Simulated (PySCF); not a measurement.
# One shape, several levels: BNH4S (SMILES NBS)

We compute a comparison of 6 runs (HF/3-21G, HF/def2-SVP, BLYP/3-21G, B3LYP/6-31G*, PBE/6-31+G*, PBE0/def2-SVP) of BNH4S. Input form: a Python script.

The calculation is run with PySCF 2.14.0.

**1. The molecule**

BNH4S: 7 atoms, total charge 0, spin state singlet. As SMILES, `NBS`. The coordinates come from a PBE0-D4/def2-TZVP relaxation. This is one conformer, not always the lowest.

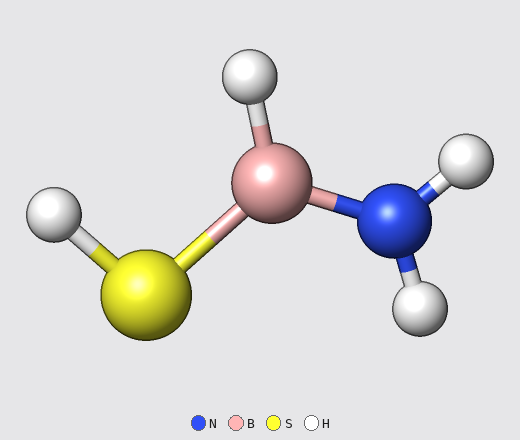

Viewed from a chosen angle; nitrogen blue, boron pink, sulfur yellow, hydrogen white.

**2. Energy and forces at HF/3-21G (run 1)**

File run.py:

```python
from pyscf import gto, scf

molecule = gto.M(
    atom='''
N     -0.919200     0.393200    -0.612100
B      0.157000     0.144300     0.234100
S      1.088800    -1.407600     0.086000
H     -1.235600    -0.240300    -1.326500
H     -1.454400     1.241200    -0.555600
H      0.466100     0.952200     1.056600
H      1.958600    -1.151000     1.071800
''',
    basis='3-21g',
    max_memory=1860,
    verbose=4,
    charge=0,
)

mf = scf.RHF(molecule)
mf.conv_tol = 1e-10
mf.kernel()
if not mf.converged:
    mf = mf.newton().run(mf.mo_coeff, mf.mo_occ)

etot = mf.e_tot
print('Final energy', etot)
grad = mf.nuc_grad_method().kernel()
dip = mf.dip_moment()
pop, q = mf.mulliken_pop()
```

Command:

```sh
OMP_NUM_THREADS=1 python run.py
```

Log:

```text
PySCF version 2.14.0

[... 61 lines left out ...]
converged SCF energy = -476.639574940972
Final energy -476.6395749409724
[... 13 lines left out ...]
Dipole moment(X, Y, Z, Debye): -1.54945,  1.94331, -0.17323
[... 47 lines left out ...]
charge of    6H =      0.08380
```

Run time: 1.5 s. Hardware: 1 thread of Intel Xeon at 2.70GHz, shared host; peak memory 0.12 GiB.

**3. Energy and gradient at HF/def2-SVP (run 2)**

File input.py:

```python
import pyscf.grad
from pyscf import gto, scf

molecule = gto.Mole()
molecule.atom = '''
N     -1.737036     0.743040    -1.156701
B      0.296687     0.272687     0.442385
S      2.057534    -2.659978     0.162516
H     -2.334946    -0.454101    -2.506722
H     -2.748418     2.345528    -1.049932
H      0.880801     1.799397     1.996685
H      3.701218    -2.175075     2.025408
'''
molecule.basis = 'def2-svp'
molecule.max_memory = 1860
molecule.unit = 'bohr'
molecule.verbose = 3
molecule.spin = 0
molecule.build()

myscf = scf.RHF(molecule)
myscf.conv_tol = 1e-10
myscf.kernel()
if not myscf.converged:
    myscf = myscf.newton().run(myscf.mo_coeff, myscf.mo_occ)

e_tot = myscf.e_tot
print('Final energy', e_tot)
grad = myscf.Gradients().kernel()
myscf.analyze()
```

Command:

```sh
OMP_NUM_THREADS=1 python input.py
```

Log:

```text
converged SCF energy = -478.882237447331
[... 13 lines left out ...]
MO #2   energy= -15.5586925624146  occ= 2
[... 7 lines left out ...]
MO #10  energy= -0.708197182497809 occ= 2
[... 7 lines left out ...]
MO #18  energy= 0.166420186207548  occ= 0
[... 7 lines left out ...]
MO #26  energy= 0.499940352181415  occ= 0
[... 7 lines left out ...]
MO #34  energy= 0.915861781784513  occ= 0
[... 7 lines left out ...]
MO #42  energy= 1.25492676241209   occ= 0
[... 7 lines left out ...]
MO #50  energy= 1.8490349173853    occ= 0
[... 7 lines left out ...]
MO #58  energy= 2.53647580223643   occ= 0
[... 7 lines left out ...]
MO #66  energy= 3.77934238534157   occ= 0
[... 8 lines left out ...]
Dipole moment(X, Y, Z, Debye): -1.21990,  1.29401, -0.29190
```

Run time: 2.8 s. Hardware: 1 thread of Intel Xeon at 2.70GHz, shared host; peak memory 0.14 GiB.

**4. Energy and forces at BLYP/3-21G (run 3)**

File input.py:

```python
import pyscf.grad
from pyscf import gto, dft

mol = gto.M(
    atom=[
    ('N', (-0.919200, 0.393200, -0.612100)),
    ('B', (0.157000, 0.144300, 0.234100)),
    ('S', (1.088800, -1.407600, 0.086000)),
    ('H', (-1.235600, -0.240300, -1.326500)),
    ('H', (-1.454400, 1.241200, -0.555600)),
    ('H', (0.466100, 0.952200, 1.056600)),
    ('H', (1.958600, -1.151000, 1.071800)),
],
    verbose=4,
    charge=0,
    basis='3-21g',
    max_memory=1860,
    spin=0,
)

mf = dft.RKS(mol)
mf.xc = 'blyp'
mf.grids.level = 5
mf.conv_tol = 1e-10
mf.kernel()
if not mf.converged:
    mf = mf.newton().run(mf.mo_coeff, mf.mo_occ)

etot = mf.e_tot
print('E = %.10f Eh' % etot)
grad = mf.Gradients().kernel()
dip = mf.dip_moment()
pop, q = mf.mulliken_pop()
```

Command:

```sh
OMP_NUM_THREADS=1 python input.py
```

Log:

```text
PySCF version 2.14.0

[... 77 lines left out ...]
converged SCF energy = -477.783093632561
[... 15 lines left out ...]
Dipole moment(X, Y, Z, Debye): -1.60503,  1.56487, -0.47490
[... 47 lines left out ...]
charge of    6H =      0.08849
```

Wall time 9 s (1 thread of Intel Xeon at 2.70GHz, shared host); peak memory 0.43 GiB.

Runs 4 to 5 aren't shown in full; the table further down has their settings and results.

**5. Energy and forces at PBE0/def2-SVP (run 6)**

File job.py:

```python
import pyscf.grad
from pyscf import gto, dft

molecule = gto.M(
    atom='''
N     -0.919200     0.393200    -0.612100
B      0.157000     0.144300     0.234100
S      1.088800    -1.407600     0.086000
H     -1.235600    -0.240300    -1.326500
H     -1.454400     1.241200    -0.555600
H      0.466100     0.952200     1.056600
H      1.958600    -1.151000     1.071800
''',
    spin=0,
    verbose=4,
    max_memory=1860,
    basis='def2-svp',
)

mf = dft.RKS(molecule)
mf.xc = 'pbe0'
mf.conv_tol = 1e-10
mf.grids.level = 5
mf.kernel()
if not mf.converged:
    mf = mf.newton().run(mf.mo_coeff, mf.mo_occ)

e_final = mf.e_tot
print(f'total energy: {e_final:.8f} hartree')
grad = mf.Gradients().kernel()
mf.analyze()
```

Command:

```sh
OMP_NUM_THREADS=1 python job.py
```

Log:

```text
PySCF version 2.14.0

[... 75 lines left out ...]
total energy: -479.84512027 hartree
[... 25 lines left out ...]
MO #3   energy= -7.98840288227081  occ= 2
[... 8 lines left out ...]
MO #12  energy= -0.408882431127918 occ= 2
[... 8 lines left out ...]
MO #21  energy= 0.14749158279361   occ= 0
[... 8 lines left out ...]
MO #30  energy= 0.579361101246464  occ= 0
[... 8 lines left out ...]
MO #39  energy= 0.815505235680392  occ= 0
[... 8 lines left out ...]
MO #48  energy= 1.43634903600055   occ= 0
[... 8 lines left out ...]
MO #57  energy= 2.05573761949007   occ= 0
[... 8 lines left out ...]
MO #66  energy= 3.40782876958319   occ= 0
[... 76 lines left out ...]
Dipole moment(X, Y, Z, Debye): -1.27742,  1.13615, -0.44998
```

Run time: 14 s. Hardware: 1 thread of Intel Xeon at 2.70GHz, shared host; peak memory 0.66 GiB.

**6. Overview of the runs**

| run | level | integration grid | energy (Eh) | dipole moment (D) | HOMO energy (eV) | LUMO energy (eV) | wall time |
| --- | --- | --- | --- | --- | --- | --- | --- |
| 1 | HF/3-21G | – | -476.639575 | 2.49 | -10.02 | 4.73 | 1.5 s |
| 2 | HF/def2-SVP | – | -478.882237 | 1.80 | -9.85 | 4.49 | 2.8 s |
| 3 | BLYP/3-21G | 5 | -477.783094 | 2.29 | -5.48 | 0.35 | 9 s |
| 4 | B3LYP/6-31G* (spherical functions) | 5 | -480.262267 | 1.94 | -6.69 | 0.80 | 15 s |
| 5 | PBE/6-31+G* (spherical functions) | 5 | -479.957970 | 1.74 | -5.96 | -0.69 | 18 s |
| 6 | PBE0/def2-SVP | 5 | -479.845120 | 1.77 | -6.97 | 0.89 | 14 s |

**7. Results**

| quantity | value |
| --- | --- |
| run 6: total energy | -479.84512 Eh |
| run 6: dipole moment | 1.77 D |
| run 6: HOMO energy | -6.97 eV |
| run 6: LUMO energy | 0.89 eV |
| run 6: HOMO–LUMO gap | 7.85 eV |
| run 6: largest force on an atom | 0.327 eV/Å |

The dipole moment (its size) runs from 1.74 D (PBE/6-31+G*) to 2.49 D (HF/3-21G). The two ends differ in method and basis. The HOMO–LUMO gap runs from 5.27 eV (PBE/6-31+G*) to 14.74 eV (HF/3-21G). Totals of different functionals can't be ranked against each other. All runs together took 61 s, the longest 18 s.
